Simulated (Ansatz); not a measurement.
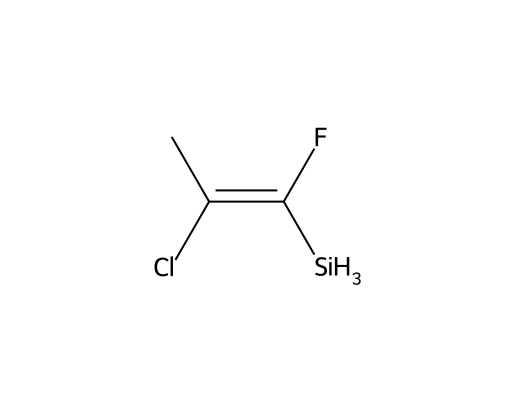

The drawing above gives the connectivity. The geometry was computed by an optimisation with PBE0-D4/def2-TZVP. No frequency run is at hand to confirm it as a minimum.

Describe the 3D structure.

It has 12 atoms: 3 carbon, 6 hydrogen, 1 chlorine, 1 fluorine and 1 silicon (C₃H₆ClFSi). As SMILES it reads `C/C(Cl)=C(\F)[SiH3]`. It has no ring. Among its groups: alkene, C–F bond, C–Cl bond, Si–H bond. This geometry has Cs symmetry. Coordination: 1 C tetrahedral; 2 C trigonal planar; 1 Si tetrahedral.

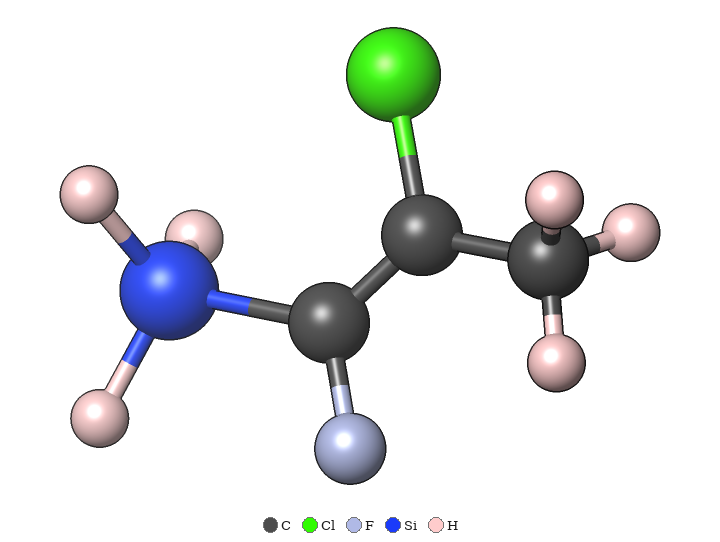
